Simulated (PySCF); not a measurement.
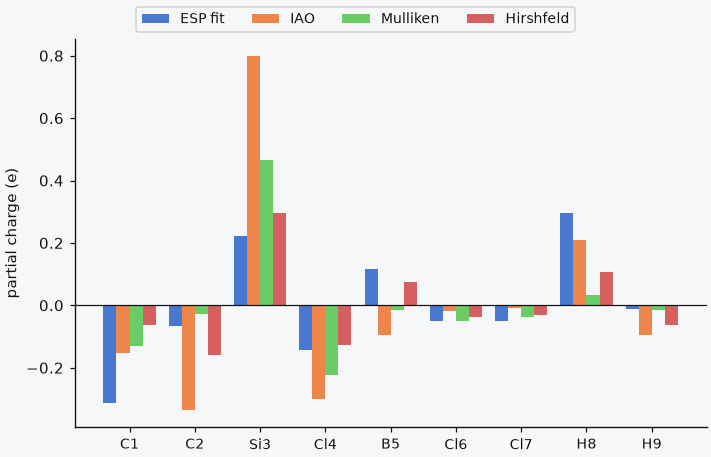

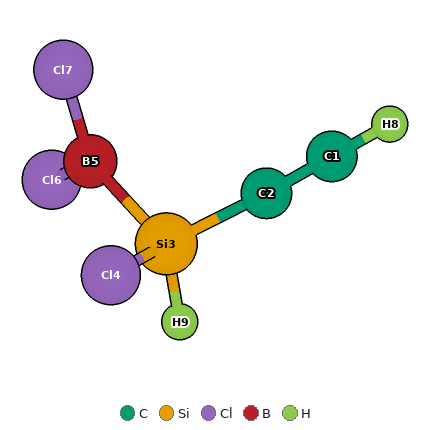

Atomic charges of C₂H₂BCl₃Si, SMILES C#C[Si@@H](Cl)B(Cl)Cl by 4 schemes, PBE0/cc-pVDZ, PySCF, at a PBE0-D3(BJ)/def2-SVP geometry (no frequency check).

On which atom do the schemes disagree most?

On Si3: ESP fit 0.22, IAO 0.80, Mulliken 0.47, Hirshfeld 0.29 e.

Which atom is the most negative in each scheme?

ESP fit: C1 (−0.31 e); IAO: C2 (−0.33 e); Mulliken: Cl4 (−0.22 e); Hirshfeld: C2 (−0.16 e).

Note: one conformer of a flexible molecule.
